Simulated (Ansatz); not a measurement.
# Strength of the C–Ge bond: Ge(CH3)(OH)3 → Ge(OH)3 + CH3

Species: Ge(CH3)(OH)3, singlet; Ge(OH)3, doublet; CH3 (methyl radical) `[CH3]`, doublet. 

Shapes, held fixed at every level: PBE0-D4/def2-TZVP. Flexible molecules stand in one conformer, not always the lowest. Programs: Ansatz 0.2.0. The zero-point and thermal change to 298 K, harmonic and unscaled (PBE0-D4/def2-TZVP), is -16.2 kJ/mol.

```
               level                    kind  ΔH(298 K) (kJ/mol)  less CCSD(T)/def2-TZVPP
         HF/def2-SVP            Hartree–Fock              +266.6                    -88.8
       HF/def2-TZVPP            Hartree–Fock              +254.1                   -101.3
r2SCAN-D4/def2-TZVPP                meta-GGA              +318.9                    -36.5
 B3LYP-D4/def2-TZVPP           global hybrid              +324.9                    -30.5
  wB97X-V/def2-TZVPP  range-separated hybrid              +356.8                     +1.4
   B2PLYP/def2-TZVPP           double hybrid              +333.6                    -21.8
     CCSD/def2-TZVPP   coupled cluster or CI              +348.9                     -6.5
  CCSD(T)/def2-TZVPP   coupled cluster or CI              +355.4                      0.0
```

The highest level, CCSD(T)/def2-TZVPP, gives ΔH(298 K) = +355.4 kJ/mol; the levels span +254.1 to +356.8. The column of differences is taken from that level and isn't an error. Hartree–Fock misses the correlation of the pair that is broken and comes out low. No measured value is set beside it here. Open shells run unrestricted unless RO is named. Relativity is left out for Ge unless named. Correlated rows may include outer-core shells of Ge, which these sets cover unevenly.

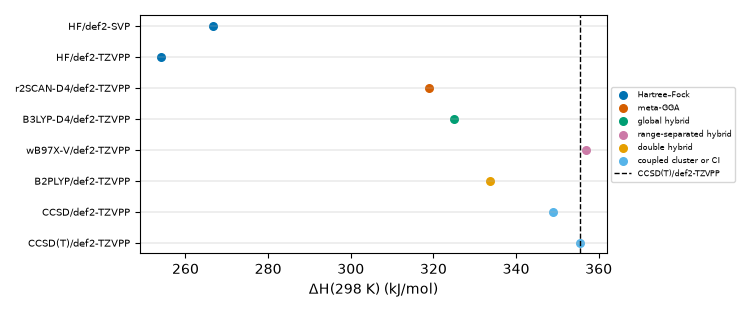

The values of the table, level by level.
